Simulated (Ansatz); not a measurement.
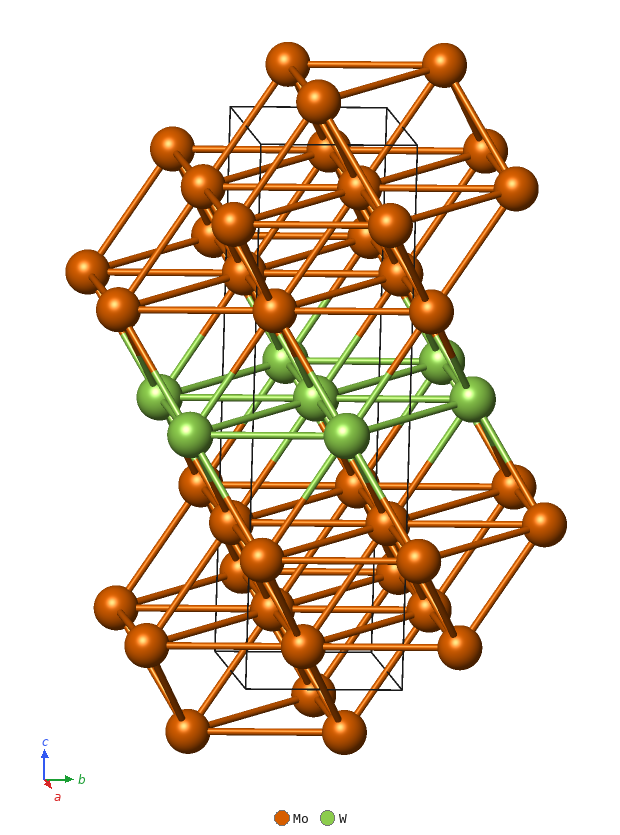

We look at a ball-and-stick model of the crystal slightly off an axis. Lines trace the edges of the cell (the run's own, in a reduced setting). Outside the box, the atoms bonded to those within are drawn.

```yaml
crystal:
  lattice:
    - [-1.50217, 2.60184, 0.00000]
    - [-3.00435, 0.00000, 0.00000]
    - [-1.50217, 0.86728, 10.42089]
  atoms:
    - { symbol: Mo, position: [0.90050, 0.90050, 0.29850] }
    - { symbol: Mo, position: [0.30028, 0.30028, 0.09917] }
    - { symbol: Mo, position: [0.69972, 0.69972, 0.90083] }
    - { symbol: Mo, position: [0.09950, 0.09950, 0.70150] }
    - { symbol: W, position: [0.50000, 0.50000, 0.50000] }
```

Run with DFT PBE, scalar-relativistic, plane waves, PAW (Ansatz) and these settings: plane waves up to 420 eV, k-points about 0.20 Å⁻¹ apart, Gaussian smearing of 0.1 eV, no spin polarisation.

Question: List the Bader charges.

Answer: Mo +0.01 e; W -0.03 e. Little charge moves, as in a metallic or covalent solid.

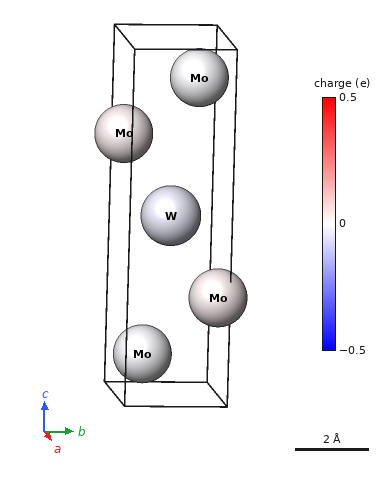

The atoms coloured by those charges.

The structure comes from a structure type filled with these elements by a generator (whether the compound takes this form wasn't checked). Earlier steps of the study may have refined or changed the cell and positions. It was the input of a calculation with Ansatz.
